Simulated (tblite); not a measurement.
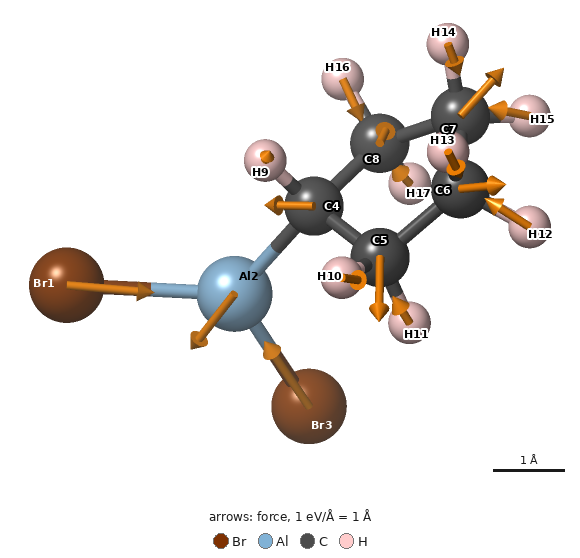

Starting geometry of C$_{5}$H$_{9}$AlBr$_{2}$ with the computed forces as orange arrows. A ball-and-stick model, seen from a free direction.

Method: GFN2-xTB geometry optimisation, gas phase (tblite 0.8.0). 

What follows when this structure is relaxed?

It isn't relaxed: the largest force vector, on Br3, is 1.40 eV/Å. The final displacements have little in common with the starting forces (cosine between the two patterns 0.30). The largest moves after the best rigid fit, 0.22 Å, are those of H10 and H16. By element the largest moves are H 0.22 Å, Br 0.22 Å, Al 0.09 Å, C 0.08 Å. Near-neighbour distances that change, for instance: Al2–Br3 2.388 → 2.263 Å, Br1–Al2 2.370 → 2.261 Å, C6–H12 1.114 → 1.089 Å, C5–H10 1.115 → 1.091 Å. Among the angles between lasting bonds that change: Al2–C4–H9 107.4° → 112.5°, C5–C4–C8 104.4° → 101.1°, Br1–Al2–C4 120.3° → 123.0°. The energy falls by 6.81 kcal/mol in 57 geometry steps.
